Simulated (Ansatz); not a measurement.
```xyz
6

C     0.5321    0.2564   -0.2044
Si    0.6285   -1.1756   -1.4681
H     0.7667    1.2150   -0.7059
H    -0.5052    0.3631    0.1669
H    -0.4278   -0.5708   -2.4088
H     1.2061    0.1332    0.6567
```

Geometry: B3LYP-D3(BJ)/def2-SVP.

Method: isolated molecule in a Gaussian basis; Kohn-Sham density functional theory, functional PBE0 (Ansatz).

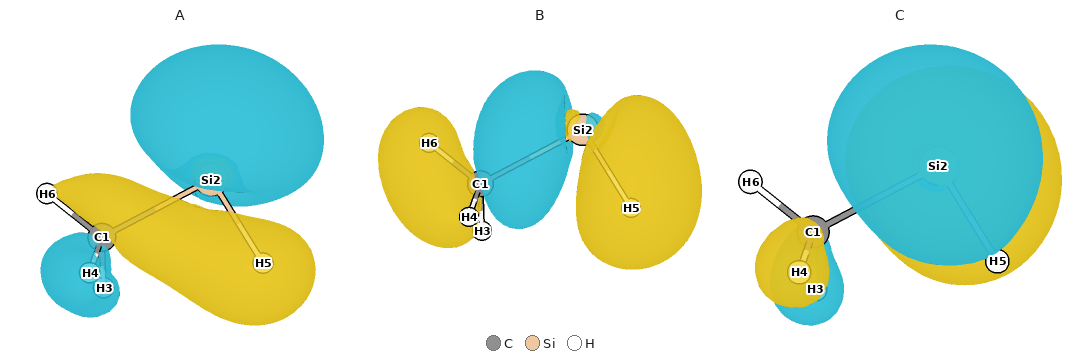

CH₄Si (SMILES C[SiH]). Three frontier orbitals at ±0.1 Å⁻³ᐟ² (yellow and cyan are the two phases), in no order.

Order the three orbitals by energy and name them.

B is the HOMO−1 (−8.79 eV). Its weight (Hirshfeld) is mainly on Si2 (about 35 %), C1 (about 30 %), H5 (about 25 %) and H6 (about 5 %). A is the HOMO (−6.35 eV). It lies mainly on Si2 (about 75 %), C1 (about 10 %) and H5 (about 10 %). C is the LUMO (−2.58 eV). By Hirshfeld shares it lies mainly on Si2 (about 85 %).

What is the HOMO–LUMO gap?

3.77 eV between the orbital energies.
